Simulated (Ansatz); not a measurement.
## Electronic structure of Sn$_{4}$SeS$_{3}$ in real space

The calculation's input:

```
crystal:
  lattice:
    - [-2.97839769, 2.97839769, 5.95679539]
    - [2.97839769, -2.97839769, 5.95679539]
    - [2.97839769, 2.97839769, -5.95679539]
  atoms:
    - { symbol: Sn, position: [0.75, 0.75, 0.0] }
    - { symbol: Sn, position: [0.25, 0.25, 0.0] }
    - { symbol: Sn, position: [0.5, 0.0, 0.5] }
    - { symbol: Sn, position: [0.0, 0.5, 0.5] }
    - { symbol: Se, position: [0.0, 0.0, 0.0] }
    - { symbol: S, position: [0.5, 0.5, 0.0] }
    - { symbol: S, position: [0.25, 0.75, 0.5] }
    - { symbol: S, position: [0.75, 0.25, 0.5] }
basis:
  ecutwfc: 420
kpoints:
  mp_grid: { grid: [8, 8, 8] }
hamiltonian:
  xc: pbe
scf:
  occupations: { method: gaussian, width: 0.02 }
output:
  forces: true
  stress: true
  eigenvalues: true
  write_density: true
  write_potential: true
  elf: true
  volumetric_format: npy
relax:
  adjacent_minimum: "off"
  f_tol: 0.01
  max_steps: 80
  cell: { stress_tol: 0.05 }
```

Command:

```sh
ansatz run input.yaml --threads 1 --pin off --max-ram 2560MiB --backend cpu --events-out ev --progress --plain --runs-dir out
```

Below, planes, directions and counts refer to the conventional cell (a = 5.91 Å, b = 5.91 Å, c = 11.81 Å, α = 90.00°, β = 90.00°, γ = 90.00°).

The fields are those of the run's last geometry, not of the input's.

Space group I4/mmm; a structure generated by program, which may or may not match a known phase.

The calculation used Ansatz 0.2.0, DFT PBE, scalar-relativistic, plane waves, PAW.

Core electrons are frozen (PAW), and the valence fields are smoothed inside the atomic spheres.

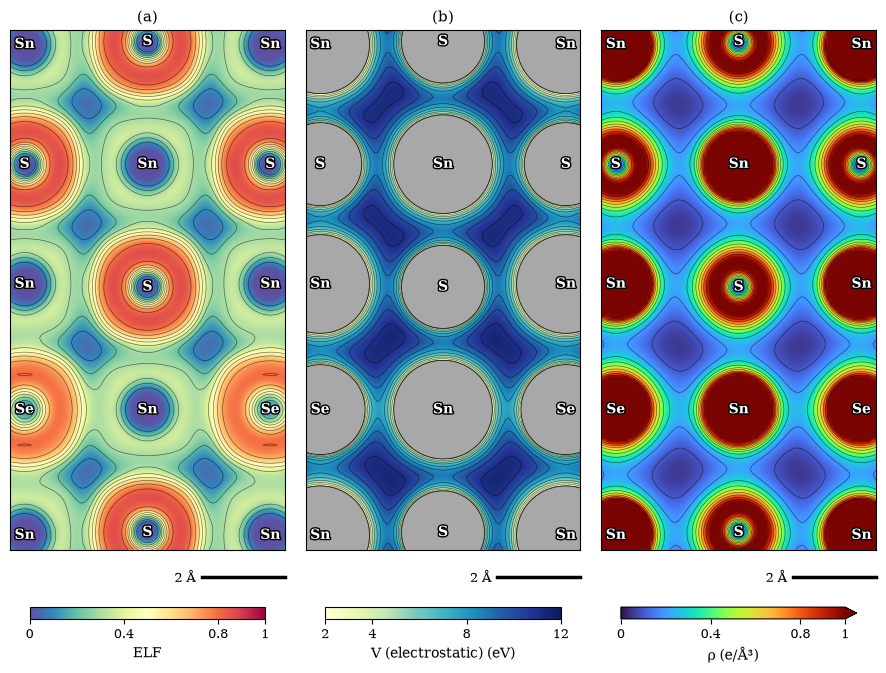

Figure 1. (a) electron localisation function; (b) electrostatic potential energy of an electron; (c) valence pseudo-density on the (010) plane of the conventional cell. Grey discs cover the atomic cores in the potential map.

**What do the fields say about this system?**

- The section cuts through Sn, Se and S sites.
- Sn–S (2.88 Å): ρ is about 0.25 e/Å³ halfway; the ELF peaks at about 0.85 in the valence shell of S, 0.8 Å from its nucleus, and drops to about 0.30 between the two atoms.
- Sn–Se (2.95 Å): ρ is about 0.25 e/Å³ halfway; the ELF is about 0.40 at the midpoint.
- Sn–S (2.95 Å): ρ is about 0.22 e/Å³ halfway; the ELF peaks at about 0.85 in the valence shell of S, 0.8 Å from its nucleus, and drops to about 0.30 between the two atoms.
- Sn–Se (3.02 Å): the density is about 0.22 e/Å³ at the midpoint; the ELF is about 0.40 at the midpoint.
- Between the atoms the lowest density in this plane is 0.05 e/Å³.
- Outside the cores the potential energy rises away from the atoms and is highest about 1.8 Å from the nearest atoms; its zero is arbitrary.

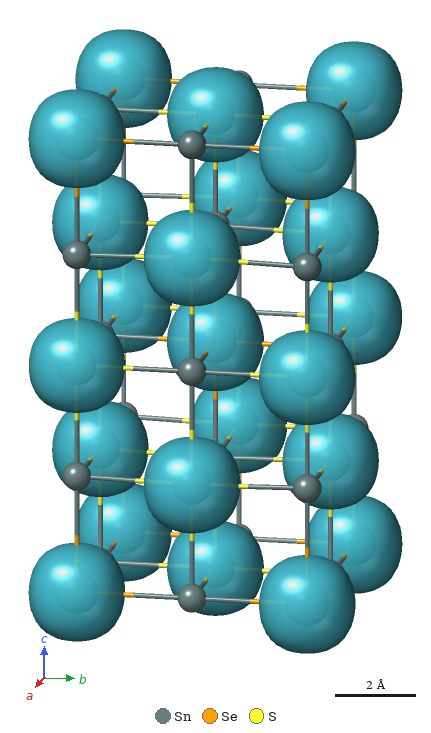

Figure 2. Isosurface of the ELF at 0.65 (cyan), seen slightly off an axis. Only the valence region is drawn (cores and ρ < 0.01 e/Å³ removed). Sticks mark near contacts.

**Describe the localisation domains.**

The ELF exceeds this value in six regions wrapped around S (the valence shell of each) and two regions wrapped around Se (the valence shell of each), counted in one cell of 16 atoms. Any copies at cell faces, edges or corners count once.
